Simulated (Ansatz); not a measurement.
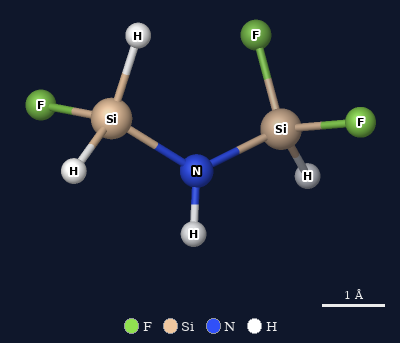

Starting structure of Si2NH4F3. The picture is a ball-and-stick view, seen from a free direction.

The start comes from PBE-D4/def2-SVP.

These are results of RKS PBE0-D4/def2-TZVP (Ansatz 0.2.0), not measurements.

Input
```yaml
crystal:
  periodic: [false, false, false]
  atoms:
    - {symbol: F, position_ang: [-0.979704, 2.206932, 0.966090]}
    - {symbol: Si, position_ang: [-0.445384, 0.702736, 1.337412]}
    - {symbol: N, position_ang: [-0.576606, -0.369444, -0.037104]}
    - {symbol: Si, position_ang: [0.582650, -0.607094, -1.293121]}
    - {symbol: F, position_ang: [1.450110, -1.967975, -1.081295]}
    - {symbol: F, position_ang: [1.639650, 0.624345, -1.174881]}
    - {symbol: H, position_ang: [0.988550, 0.816185, 1.733899]}
    - {symbol: H, position_ang: [-1.339368, 0.178638, 2.417437]}
    - {symbol: H, position_ang: [-1.476538, -0.847166, -0.153076]}
    - {symbol: H, position_ang: [-0.018161, -0.676657, -2.652162]}
basis:
  gaussian: {orbitals: def2-TZVP}
hamiltonian: {xc: pbe0, dispersion: d4}
relax: {f_tol: 0.005, max_steps: 150}
```

Where does the relaxation end?

Answer. The largest moves after the best rigid fit, 0.12 Å, are those of F1 and F6. Largest moves by element: F 0.12 Å, H 0.11 Å, N 0.05 Å, Si 0.02 Å. Near-neighbour distances that change, for instance: Si4–F6 1.627 → 1.583 Å, Si4–F5 1.628 → 1.585 Å, F1–Si2 1.639 → 1.597 Å, Si2–N3 1.748 → 1.720 Å. Among the angles between lasting bonds that change: Si2–N3–Si4 127.3° → 129.8°. After 9 accepted moves (10 points after the start) the energy has fallen by 12.7 kJ/mol. The largest force component goes from 1.2 to 0.0019 eV/Å. The line search rejected the trial step at point 8 of the run. The run took roughly 2.6 core-minutes on a shared host.

The structure at the end:

```xyz
10

F    -1.0753    2.1492    0.9995
Si   -0.4545    0.7127    1.3201
N    -0.5458   -0.3255   -0.0476
Si    0.5936   -0.6063   -1.2770
F     1.3377   -1.9932   -1.0859
F     1.6976    0.5229   -1.1625
H     0.9607    0.9119    1.6842
H    -1.2762    0.1347    2.4052
H    -1.4194   -0.8260   -0.1484
H     0.0066   -0.6198   -2.6245
```

After the run, drawn alike:

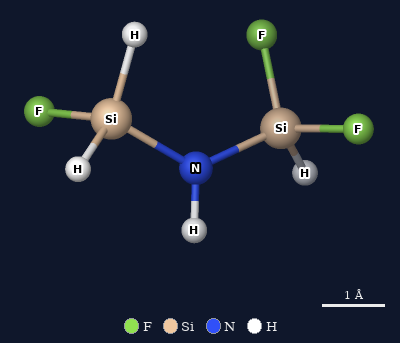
